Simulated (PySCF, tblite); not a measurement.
# CH₁₀FNSi₃: geometry, infrared bands and NMR shifts

What infrared bands and NMR shifts should CH₁₀FNSi₃ (`F[Si@@H](C[SiH3])N[SiH3]`) show?

Computed with tblite 0.8.0 and PySCF 2.14.0, with density-fitted response routines of our own, on a single molecule in the gas phase. Atoms are numbered from 0 throughout.

### 1 The starting structure

16 atoms, charge 0, multiplicity 1; geometry from: force field or distance geometry start.

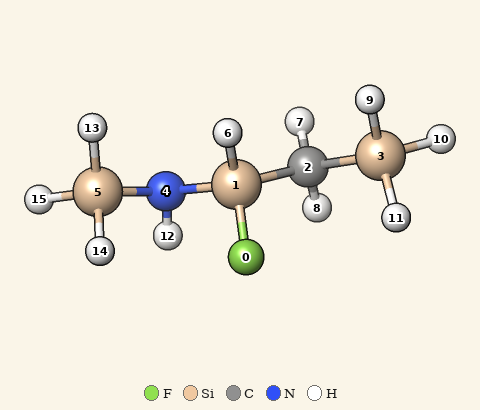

As it starts; fluorine green, silicon light orange, carbon grey, nitrogen blue, hydrogen white, atoms numbered.

### 2 Geometry optimisation with GFN2-xTB

The job: settings as JSON, then the geometry in Å.

```
{"job": {"kind": "relax", "xc": "GFN2-xTB", "basis": "xTB"}, "charge": 0, "multiplicity": 1}
F     -0.099300     0.063500     2.006300
Si     0.125500    -0.111100     0.425000
C     -1.302300     0.588700    -0.460200
Si    -2.731300    -0.512100    -0.099200
N      1.519900     0.783800     0.082800
Si     2.889600    -0.030200     0.632700
H      0.341800    -1.540200     0.095200
H     -1.118000     0.631800    -1.537300
H     -1.513400     1.613200    -0.136100
H     -2.477000    -1.907300    -0.551500
H     -3.936400    -0.036400    -0.814700
H     -3.069300    -0.542000     1.356400
H      1.451700     1.673100     0.574700
H      3.041500    -1.327200    -0.067200
H      2.822600    -0.174700     2.106700
H      4.046700     0.836100     0.324300
```

Command:

```bash
$ OMP_NUM_THREADS=1 python probes_run.py task.json out
```

This one command runs all jobs of the session in turn.

Output:

```text
step      E/eV     max force
  0    -548.82828    2.539
  1    -548.98217    0.749
  2    -549.02606    0.591
  3    -549.06319    0.507
  4    -549.10316    0.498
  5    -549.14664    0.506
  6    -549.18880    0.509
  7    -549.22121    0.375
  8    -549.24054    0.353
  9    -549.25741    0.334
 10    -549.27805    0.325
 11    -549.29842    0.388
 12    -549.31129    0.262
 13    -549.31774    0.182
 14    -549.32337    0.192
 15    -549.32980    0.254
 16    -549.33657    0.255
 17    -549.34116    0.150
 18    -549.34286    0.097
 19    -549.34439    0.147
 20    -549.34784    0.231
 21    -549.35183    0.235
 22    -549.35514    0.154
 23    -549.35679    0.105
 24    -549.35810    0.105
 25    -549.35995    0.150
 26    -549.36289    0.198
 27    -549.36700    0.202
 28    -549.37148    0.167
 29    -549.37559    0.170
 30    -549.37936    0.185
 31    -549.38265    0.173
 32    -549.38543    0.131
 33    -549.38777    0.123
 34    -549.39003    0.155
 35    -549.39222    0.155
 36    -549.39407    0.124
 37    -549.39568    0.107
 38    -549.39737    0.108
 39    -549.39893    0.091
 40    -549.39992    0.082
 41    -549.40055    0.071
 42    -549.40119    0.061
 43    -549.40209    0.079
 44    -549.40307    0.071
 45    -549.40378    0.069
 46    -549.40422    0.062
 47    -549.40460    0.051
 48    -549.40501    0.052
 49    -549.40537    0.042
 50    -549.40560    0.043
 51    -549.40578    0.040
 52    -549.40606    0.043
 53    -549.40643    0.049
 54    -549.40674    0.034
 55    -549.40692    0.025
 56    -549.40703    0.024
 57    -549.40713    0.024
 58    -549.40722    0.019
 59    -549.40730    0.018
 60    -549.40736    0.018
 61    -549.40742    0.016
 62    -549.40748    0.021
 63    -549.40755    0.020
 64    -549.40763    0.023
 65    -549.40770    0.028
 66    -549.40777    0.026
 67    -549.40785    0.036
 68    -549.40793    0.022
 69    -549.40802    0.023
 70    -549.40811    0.022
 71    -549.40821    0.031
 72    -549.40836    0.047
 73    -549.40859    0.046
 74    -549.40892    0.053
 75    -549.40925    0.034
 76    -549.40950    0.037
 77    -549.40966    0.035
 78    -549.40983    0.035
 79    -549.41016    0.051
 80    -549.41086    0.063
 81    -549.41159    0.066
 82    -549.41215    0.058
 83    -549.41265    0.048
 84    -549.41317    0.049
 85    -549.41389    0.052
 86    -549.41488    0.095
 87    -549.41255    0.239
 88    -549.41587    0.111
 89    -549.41624    0.046
 90    -549.41670    0.069
 91    -549.41713    0.044
 92    -549.41739    0.052
 93    -549.41830    0.068
 94    -549.41871    0.046
 95    -549.41916    0.033
 96    -549.41935    0.030
 97    -549.41951    0.031
 98    -549.41961    0.030
 99    -549.41984    0.031
100    -549.42002    0.030
101    -549.42014    0.023
102    -549.42019    0.026
103    -549.42023    0.014
104    -549.42027    0.014
105    -549.42031    0.012
106    -549.42033    0.012
107    -549.42036    0.009
```

Run time: 1.3 s. Hardware: 1 thread of Arm Neoverse N1, shared host; peak memory 0.18 GiB.

Along the way: (not every step is listed)

| step | energy from step 0 (eV) | largest force (eV/Å) |
| --- | --- | --- |
| 0 | 0.0000 | 2.5390 |
| 1 | -0.1539 | 0.7495 |
| 2 | -0.1978 | 0.5914 |
| 3 | -0.2349 | 0.5069 |
| 4 | -0.2749 | 0.4982 |
| 5 | -0.3184 | 0.5064 |
| 6 | -0.3605 | 0.5088 |
| 7 | -0.3929 | 0.3747 |
| 8 | -0.4123 | 0.3528 |
| 17 | -0.5129 | 0.1498 |
| 26 | -0.5346 | 0.1984 |
| 35 | -0.5639 | 0.1552 |
| 44 | -0.5748 | 0.0711 |
| 53 | -0.5782 | 0.0492 |
| 62 | -0.5792 | 0.0206 |
| 71 | -0.5799 | 0.0311 |
| 80 | -0.5826 | 0.0629 |
| 89 | -0.5880 | 0.0459 |
| 98 | -0.5913 | 0.0297 |
| 102 | -0.5919 | 0.0260 |
| 103 | -0.5919 | 0.0136 |
| 104 | -0.5920 | 0.0139 |
| 105 | -0.5920 | 0.0124 |
| 106 | -0.5921 | 0.0121 |
| 107 | -0.5921 | 0.0095 |

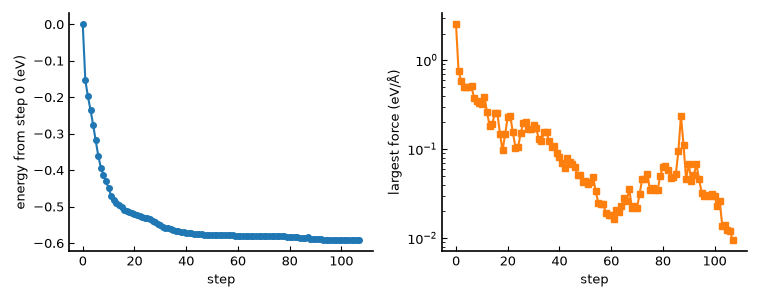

Energy and largest force along the relaxation.

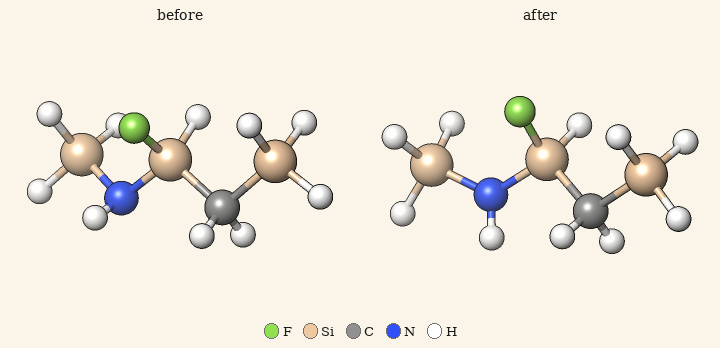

The geometry before (left) and after (right).

Close pairs (by a distance rule), those that changed most:

| bond | before (Å) | after (Å) | change (Å) |
| --- | --- | --- | --- |
| Si1–C2 | 1.820 | 1.885 | +0.065 |
| C2–Si3 | 1.840 | 1.897 | +0.058 |
| N4–Si5 | 1.686 | 1.735 | +0.050 |
| Si3–H11 | 1.495 | 1.461 | -0.034 |
| Si1–N4 | 1.692 | 1.721 | +0.029 |
| Si1–H6 | 1.483 | 1.456 | -0.027 |
| Si3–H9 | 1.489 | 1.465 | -0.023 |
| Si5–H14 | 1.483 | 1.463 | -0.019 |

The next job starts from the end point, and lists it.

### 3 Vibrational analysis with GFN2-xTB

The job: settings as JSON, then the geometry in Å.

```
{"job": {"kind": "ir", "xc": "GFN2-xTB", "basis": "xTB"}, "charge": 0, "multiplicity": 1}
F     -0.095171    -0.749833     1.854141
Si     0.149072    -0.463667     0.282410
C     -1.328598     0.488705    -0.398638
Si    -2.993584    -0.348917    -0.043380
N      1.576928     0.487272     0.146640
Si     3.117579     0.205269     0.894143
H      0.334220    -1.798831    -0.266875
H     -1.211776     0.611607    -1.474457
H     -1.342715     1.493652     0.024186
H     -3.001484    -1.686854    -0.640335
H     -4.060043     0.454744    -0.652944
H     -3.220912    -0.438778     1.396700
H      1.498474     1.329231    -0.397053
H      3.529175    -1.164663     0.585703
H      3.031389     0.395910     2.342393
H      4.009845     1.194097     0.285481
```

Output:

```text
mode    cm-1     km/mol
  1      21.5      3.49
  2      40.4      4.90
  3      50.0      4.71
  4      78.5      0.22
  5     110.7      0.40
  6     150.2      5.10
  7     182.3     21.18
  8     186.2     31.42
  9     255.3     41.20
 10     281.5     19.44
 11     491.1     20.33
 12     519.9     40.36
 13     571.4     48.86
 14     581.7     49.50
 15     635.6     55.42
 16     679.1    192.82
 17     706.4     50.35
 18     716.8     81.46
 19     725.2     81.07
 20     757.3    212.30
 21     777.0     74.81
 22     789.6    124.85
 23     792.0    801.87
 24     795.5    233.43
 25     796.7    186.54
 26     830.3    323.95
 27     852.1    302.19
 28     994.8    260.94
 29    1017.2      0.17
 30    1139.8    175.32
 31    1198.9    330.16
 32    1454.5      0.98
 33    2228.7    369.01
 34    2242.1    343.90
 35    2246.6    311.96
 36    2250.4    302.07
 37    2260.1    155.71
 38    2291.7    286.03
 39    2321.2    398.88
 40    2973.9     39.09
 41    2991.7     22.07
 42    3500.3      0.82
```

Wall time 0.96 s (1 thread of Arm Neoverse N1, shared host); peak memory 0.18 GiB.

The strongest bands and the atoms that carry them (share of the mass-weighted mode):

| cm⁻¹ | km/mol | atoms |
| --- | --- | --- |
| 792 | 801.9 | H14 22 %, H15 21 %, H13 12 % |
| 830 | 323.9 | Si5 15 %, H15 12 %, C2 11 %, H13 11 % |
| 852 | 302.2 | Si1 31 %, C2 29 %, F0 12 % |
| 1199 | 330.2 | H12 70 %, N4 26 % |
| 2229 | 369.0 | H10 95 % |
| 2242 | 343.9 | H15 55 %, H14 21 %, H13 19 % |
| 2247 | 312.0 | H15 40 %, H13 36 %, H14 19 % |
| 2321 | 398.9 | H6 95 % |

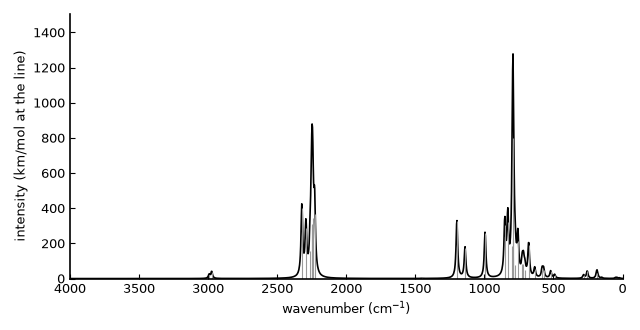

The infrared spectrum from these modes, unscaled. Lines are broadened to a width of 14 cm⁻¹ (Lorentzian).

### 4 Shielding tensors: PBE0/pcSseg-1

The job, as its differences from that of step 3:

```diff
@@ -1,2 +1,2 @@
-{"job": {"kind": "ir", "xc": "GFN2-xTB", "basis": "xTB"}, "charge": 0, "multiplicity": 1}
+{"job": {"kind": "nmr", "xc": "PBE0", "basis": "pcSseg-1"}, "charge": 0, "multiplicity": 1}
 F     -0.095171    -0.749833     1.854141
```

Level: GIAO PBE0/pcSseg-1 NMR shielding, non-relativistic, gas phase.

Output:

```text
coarse grid: 14312 points
cycle   1  E = -1066.5481050897  dE =  2.107e-01  |g| = 7.022e-01  |ddm| = 3.535e+00
cycle   2  E = -1066.4719800353  dE =  7.613e-02  |g| = 9.748e-01  |ddm| = 1.261e+00
cycle   3  E = -1066.6393374282  dE = -1.674e-01  |g| = 6.259e-02  |ddm| = 7.809e-01
cycle   4  E = -1066.6399027694  dE = -5.653e-04  |g| = 2.943e-02  |ddm| = 6.629e-02
cycle   5  E = -1066.6401009756  dE = -1.982e-04  |g| = 6.160e-03  |ddm| = 2.881e-02
cycle   6  E = -1066.6401110348  dE = -1.006e-05  |g| = 8.017e-04  |ddm| = 7.830e-03
cycle   7  E = -1066.6401111284  dE = -9.358e-08  |g| = 4.884e-04  |ddm| = 1.084e-03
final grid: 123304 points
cycle   8  E = -1066.6756472555  dE = -1.850e-05  |g| = 5.975e-03  |ddm| = 1.464e-02
cycle   9  E = -1066.6756408787  dE =  6.377e-06  |g| = 7.950e-03  |ddm| = 1.105e-02
cycle  10  E = -1066.6756552996  dE = -1.442e-05  |g| = 5.667e-04  |ddm| = 6.457e-03
cycle  11  E = -1066.6756553488  dE = -4.915e-08  |g| = 2.456e-04  |ddm| = 5.958e-04
cycle  12  E = -1066.6756553605  dE = -1.173e-08  |g| = 3.184e-05  |ddm| = 1.890e-04
cycle  13  E = -1066.6756553607  dE = -1.824e-10  |g| = 8.587e-06  |ddm| = 3.851e-05
converged SCF energy = -1066.6756553607

GIAO shielding tensors (ppm)
atom      isotropic    diamagn.    paramagn.     s11        s22        s33       span
  0 F      335.121     471.859    -136.739    289.827    353.144    362.390     72.563
  1 Si     352.265     881.268    -529.004    324.926    357.773    374.094     49.169
  2 C      192.284     262.217     -69.933    183.716    190.417    202.719     19.003
  3 Si     426.783     878.996    -452.212    404.655    411.919    463.776     59.121
  4 N      241.935     327.638     -85.703    210.322    235.045    280.439     70.117
  5 Si     407.505     879.030    -471.525    363.630    397.043    461.841     98.210
  6 H       26.620      31.731      -5.112     23.393     24.818     31.649      8.256
  7 H       32.049      34.044      -1.995     26.556     30.399     39.193     12.637
  8 H       31.661      34.103      -2.443     26.513     30.285     38.183     11.670
  9 H       27.740      28.454      -0.713     24.247     26.035     32.939      8.692
 10 H       27.641      27.852      -0.212     23.938     25.397     33.588      9.650
 11 H       27.643      28.413      -0.770     23.778     26.557     32.594      8.816
 12 H       31.222      35.548      -4.327     22.547     29.820     41.297     18.750
 13 H       26.889      28.471      -1.582     23.201     25.351     32.116      8.915
 14 H       26.823      28.398      -1.576     22.705     25.468     32.295      9.590
 15 H       27.038      28.053      -1.015     23.503     25.275     32.337      8.834
```

It took 43 s on 1 thread of Arm Neoverse N1, shared host; peak memory 0.79 GiB.

Shifts follow as δ = σ(reference) − σ, with reference shieldings (ppm) from runs at the same level and on the same kind of geometry: 1H TMS 31.72, 13C TMS 186.9, 29Si TMS 349.2, 19F CFCl3 170.9, 15N NH3 267.7. The references are single molecules in the gas phase, so shifts against H2O, NH3, PH3, H3PO4 or CFCl3 are not on the usual liquid scales and can be off by tens of ppm. Atoms listed in one row are averaged.

| atoms | environment | σ (ppm) | δ (ppm) | δ scaled to CDCl3 |
| --- | --- | --- | --- | --- |
| C2 | sp3 CH2 bonded to 2 Si | 192.3 | -5.4 | -7.1 |
| H6 | hydrogen on a silicon bonded to C, F, N | 26.62 | 5.10 | – |
| H13, H14, H15 | hydrogen on a silicon bonded to N | 26.92 | 4.80 | – |
| H9, H10, H11 | hydrogen on a silicon bonded to C | 27.67 | 4.04 | – |
| H12 | hydrogen on a nitrogen bonded to 2 Si | 31.22 | 0.50 | – |
| H8 | hydrogen on an sp3 CH2 bonded to 2 Si | 31.66 | 0.06 | 0.16 |
| H7 | hydrogen on an sp3 CH2 bonded to 2 Si | 32.05 | -0.33 | -0.21 |
| F0 | fluorine bonded to Si | 335.1 | -164.2 | – |
| Si1 | silicon bonded to C, F, N, H | 352.3 | -3.1 | – |
| Si5 | silicon bonded to N, 3 H | 407.5 | -58.3 | – |
| Si3 | silicon bonded to C, 3 H | 426.8 | -77.6 | – |
| N4 | nitrogen bonded to 2 Si, H | 241.9 | 25.8 | – |

The scaled column applies a straight-line fit of computed shieldings to shifts measured in CDCl3, and one for carbons that bear F (root-mean-square error 0.16 ppm for H, 1.9 ppm for C).

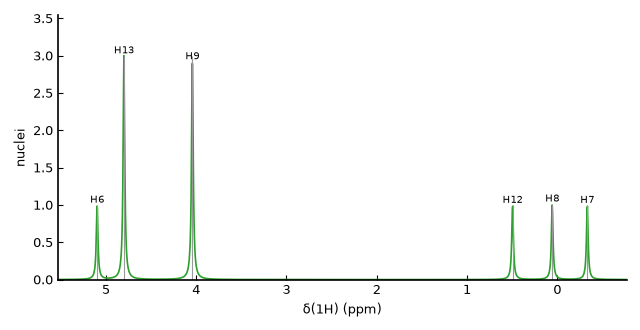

1H lines at the computed shifts, without couplings. Lines are broadened to a width of 0.02 ppm (Lorentzian).

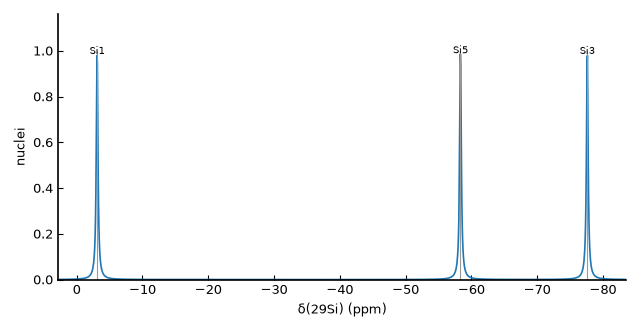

29Si lines at the computed shifts, without couplings. Lines are broadened to a width of 0.30 ppm (Lorentzian).

The run also stored atomic charges by several schemes (e):

| atoms | Mulliken | IAO | Hirshfeld | ESP fit |
| --- | --- | --- | --- | --- |
| F0 | -0.43 | -0.55 | -0.21 | -0.31 |
| Si1 | 1.16 | 1.30 | 0.45 | 0.80 |
| C2 | -0.90 | -0.86 | -0.25 | -0.58 |
| Si3 | 0.48 | 0.61 | 0.32 | 0.46 |
| N4 | -0.84 | -0.95 | -0.33 | -0.78 |
| Si5 | 0.63 | 0.76 | 0.36 | 0.50 |

Mulliken charges:

F0 -0.43; Si1 1.16; C2 -0.90; Si3 0.48; N4 -0.84; Si5 0.63; H6 -0.14; H7 0.17; H8 0.17; H9 -0.08; H10 -0.08; H11 -0.06; H12 0.22; H13 -0.10; H14 -0.09; H15 -0.12

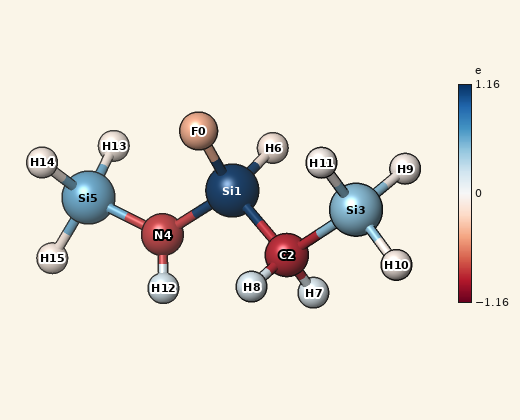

Mulliken charges, as colours on the atoms.

Mayer bond orders: F0–Si1 0.90, Si1–C2 0.91, C2–Si3 0.91, Si1–N4 1.00, N4–Si5 0.93.

### 5 Outcome

| quantity | value |
| --- | --- |
| strongest single infrared mode (GFN2-xTB) | 792 cm⁻¹, 802 km/mol |
| zero-point energy (GFN2-xTB) | 63.6 kcal/mol |
| 13C shifts against TMS (PBE0/pcSseg-1) | -5.4 ppm |
| 1H shifts against TMS (PBE0/pcSseg-1, means over atoms taken as alike) | 5.10, 4.80, 4.04, 0.50, 0.06, -0.33 ppm |
| 19F shifts against CFCl3 (PBE0/pcSseg-1) | -164.2 ppm |
| 29Si shifts against TMS (PBE0/pcSseg-1) | -3.1, -58.3, -77.6 ppm |
| 15N shifts against NH3 (PBE0/pcSseg-1) | 25.8 ppm |

What this shows: Relaxing lowered the energy by 0.592 eV in 107 steps; the close pair that moved most is Si1–C2, from 1.820 to 1.885 Å. No mode is imaginary among the 42: a minimum at this level. GFN2-xTB is a fitted tight-binding method: band positions and strengths are rough. Its intensities can rank the bands wrongly. At PBE0/pcSseg-1: The largest span, 98 ppm, is at Si5, where the paramagnetic term is -472 ppm.
